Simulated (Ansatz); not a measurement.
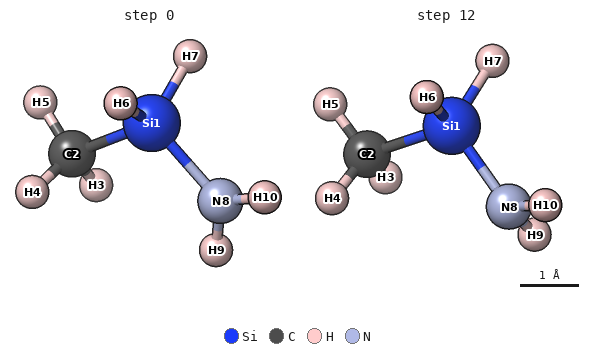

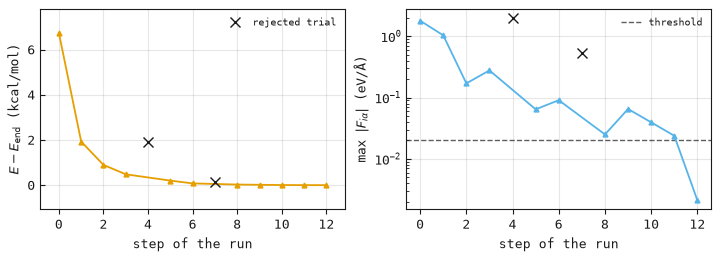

First and last geometry of a relaxation of CH$_{7}$NSi, with the history of the run. Style: ball-and-stick. Shown at a tilt.

The run prepares the start of a later molecular dynamics calculation, from a guessed geometry.

Computed with Ansatz, RKS BLYP/def2-mTZVP.

The input:
```yaml
crystal:
  periodic: [false, false, false]
  atoms:
    - { symbol: Si, position_ang: [0.0, 0.0, 0.0] }
    - { symbol: C, position_ang: [0.0, 0.0, 1.87] }
    - { symbol: H, position_ang: [-0.9996, -0.3092, 2.2405] }
    - { symbol: H, position_ang: [0.7676, -0.7111, 2.2405] }
    - { symbol: H, position_ang: [0.232, 1.0203, 2.2405] }
    - { symbol: H, position_ang: [1.3768, 0.0, -0.4862] }
    - { symbol: H, position_ang: [-0.6877, 1.1914, -0.4862] }
    - { symbol: "N", position_ang: [-0.8572, -1.4851, -0.6061] }
    - { symbol: H, position_ang: [-1.3922, -2.1014, 0.0704] }
    - { symbol: H, position_ang: [-0.8219, -1.7344, -1.6357] }
basis:
  gaussian: { orbitals: def2-mTZVP }
hamiltonian:
  xc: blyp
relax:
  f_tol: 0.02
  max_steps: 40
```

Launched with:
```bash
ansatz run input.yaml --threads 2 --pin off --max-ram 3072MiB --backend cpu --events-out ev --progress --plain --runs-dir out
```

Question: What do the curves and the structures tell?

Answer: It converged. After 10 accepted moves (12 points after the start) the energy has fallen by 6.73 kcal/mol. The largest force component goes from 1.8 to 0.0021 eV/Å. The line search rejected the trial steps at points 4, 7 of the run. The largest move after the best rigid fit is that of H9, 0.46 Å. By element the largest moves are H 0.46 Å, N 0.20 Å, Si 0.09 Å, C 0.04 Å. Some distances before and after: Si1–N8 1.819 → 1.753 Å, Si1–H7 1.459 → 1.504 Å, N8–H10 1.060 → 1.020 Å, Si1–H6 1.460 → 1.493 Å. Among the angles between lasting bonds that change: H9–N8–H10 120.0° → 109.5°, H7–Si1–N8 109.5° → 115.0°, H6–Si1–N8 109.5° → 105.7°.

| step | E − E(0), kcal/mol | largest force component, eV/Å | note |
| --- | --- | --- | --- |
| 0 | 0.00 | 1.7973 |  |
| 1 | -4.80 | 1.0362 |  |
| 2 | -5.83 | 0.1708 |  |
| 3 | -6.25 | 0.2777 |  |
| 4 | -4.82 | 1.9968 | rejected |
| 5 | -6.53 | 0.0644 |  |
| 6 | -6.65 | 0.0908 |  |
| 7 | -6.58 | 0.5437 | rejected |
| 8 | -6.70 | 0.0251 |  |
| 9 | -6.72 | 0.0653 |  |
| 10 | -6.73 | 0.0395 |  |
| 11 | -6.73 | 0.0239 |  |
| 12 | -6.73 | 0.0021 |  |
